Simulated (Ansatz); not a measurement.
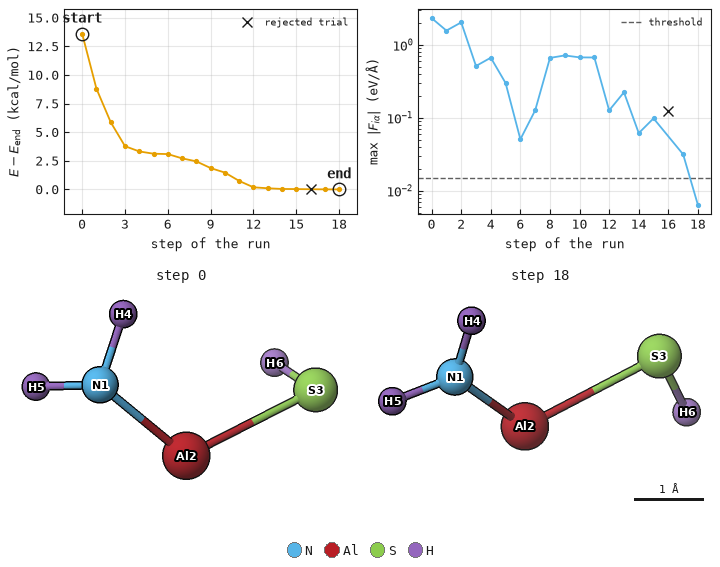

First and last geometry of a relaxation of AlNH₃S (multiplicity 2), with the history of the run. Style: ball-and-stick. Shown at a tilt.

The run prepares an end point of a later path (inversion) calculation, from a guessed geometry.

These are results of UKS B3LYP-D4/6-31G* in Ansatz 0.2.0, not measurements. (collinear spin; force threshold 0.015 eV/Å; at most 40 steps)

Q: What do the curves and the structures tell?

A: It converged. The largest move after the best rigid fit is that of H6, 1.06 Å. Largest moves by element: H 1.06 Å, Al 0.78 Å, S 0.57 Å, N 0.27 Å. Some distances before and after: N1–Al2 1.872 → 1.785 Å, S3–H6 1.419 → 1.351 Å, N1–H4 1.082 → 1.015 Å, Al2–S3 2.241 → 2.234 Å. Bond angles that change, for instance: Al2–N1–H4 106.9° → 125.0°, Al2–N1–H5 108.7° → 124.5°, H4–N1–H5 105.6° → 110.5°. Groups turn about Al2–S3 by about 90°. After 17 accepted moves (18 points after the start) the energy has fallen by 13.6 kcal/mol. Largest force component: 2.3 eV/Å at the start, 0.0064 eV/Å at the end. The line search rejected the trial step at point 16 of the run.

```csv
step,"E − E(0), kcal/mol","largest force component, eV/Å",note
0,0.00,2.3336,
1,-4.81,1.5728,
2,-7.74,2.0369,
3,-9.83,0.5138,
4,-10.29,0.6679,
5,-10.49,0.3003,
6,-10.52,0.0508,
7,-10.90,0.1267,
8,-11.16,0.6635,
9,-11.75,0.7175,
10,-12.14,0.6746,
11,-12.87,0.6723,
12,-13.43,0.1264,
13,-13.51,0.2239,
14,-13.57,0.0617,
15,-13.58,0.0983,
16,-13.58,0.1239,rejected
17,-13.61,0.0315,
18,-13.61,0.0064,
```
